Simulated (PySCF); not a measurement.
# CH₈F₂Ge₂Si: electronic excitations

Aim: predict the electronic excitations of CH₈F₂Ge₂Si (`F[CH2][Ge@H]([GeH3])[SiH2]F`).

The runs use PySCF 2.14.0, with density-fitted response routines of our own; the level of theory stands in each step. All values are computed, except where a source is named. Atoms are numbered from 0 throughout.

## 1. The starting structure

14 atoms, charge 0, multiplicity 1; geometry from: GFN2-xTB.

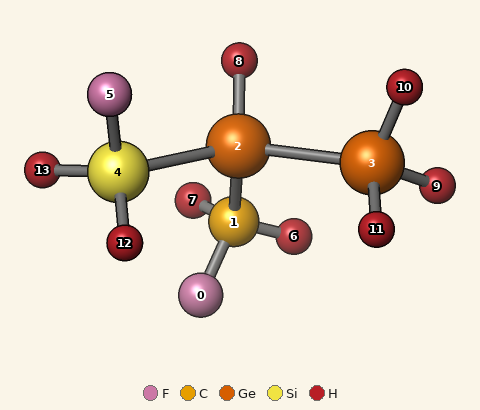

As it starts; fluorine pink, carbon amber, germanium orange, silicon yellow, hydrogen red, atoms numbered.

## 2. Ultraviolet spectrum: wB97X-D/def2-SVPD

The job: settings as JSON, then the geometry in Å.

```
{"job": {"kind": "uv", "xc": "wB97X-D", "basis": "def2-SVPD", "nstates": 8, "ntriplets": 3}, "charge": 0, "multiplicity": 1}
F      0.677307     2.032322     1.093526
C      0.107884     1.924893    -0.169215
Ge     0.040176    -0.035835    -0.577815
Ge    -2.104509    -0.836632     0.160047
Si     2.020973    -0.954230     0.291196
F      2.157343    -2.402001    -0.404246
H     -0.870467     2.406371    -0.112910
H      0.745741     2.498794    -0.844348
H     -0.015907    -0.059221    -2.104735
H     -3.174831     0.217330     0.082337
H     -2.640951    -1.992857    -0.630316
H     -2.132473    -1.299756     1.587889
H      1.955527    -1.245104     1.716295
H      3.233510    -0.254546    -0.109871
```

Method: TDDFT wB97X-D/def2-SVPD, vertical, gas phase, core orbitals frozen in the response.

Run with:

```console
$ OMP_NUM_THREADS=1 python probes_run.py task.json out
```

The driver reads the jobs from task.json and runs them one after another.

Predict these results of the whole session: lowest singlet (wB97X-D/def2-SVPD); brightest single state of those computed; lowest triplet.

The runs gave:

| quantity | value |
| --- | --- |
| lowest singlet (wB97X-D/def2-SVPD) | 6.29 eV (197 nm), f = 0.077 |
| brightest single state of those computed | state 4, 7.20 eV, f = 0.191 |
| lowest triplet | 5.65 eV |

In words: The lowest singlet, at 6.29 eV, is HOMO→LUMO 0.80 and is bright; of the 8 states computed, the strongest absorption comes from state 4 at 7.20 eV (the last state computed is bright too, and its partners may lie past the list). The lowest triplet lies 0.64 eV below the lowest singlet (triplets in Tamm-Dancoff, singlets in full TDDFT).
